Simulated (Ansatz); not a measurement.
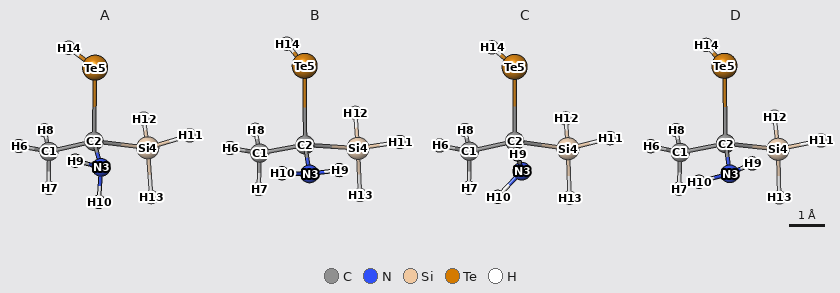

4 geometries from a converged minimum-energy path of C2H9NSiTe, shuffled. The picture is a ball-and-stick view, seen at a tilt.

Theory: RKS BLYP-D4/def2-SVP (Ansatz). Set-up: 5 movable images; climbing image; force threshold 0.05 eV/Å; iteration limit 60; starting path by image-dependent pair potential.

> Which frame is the top of the path?

C. In order along the path, whose images run from 0 to 6: A (image 1, +0.032 eV), C (image 3, +0.193 eV), D (image 5, −0.084 eV), B (image 6, −0.162 eV). The motion is a rotation about the C2–N3 bond by about 135°. No bond forms or breaks between the ends. Bond angles that change up to the highest image, for instance: N3–C2–Te5 102.8° → 107.8°, N3–C2–Si4 109.8° → 106.1°.

The run took 3.8 min on 2 threads of Arm Neoverse N1, on a shared host, peak memory 0.19 GiB.
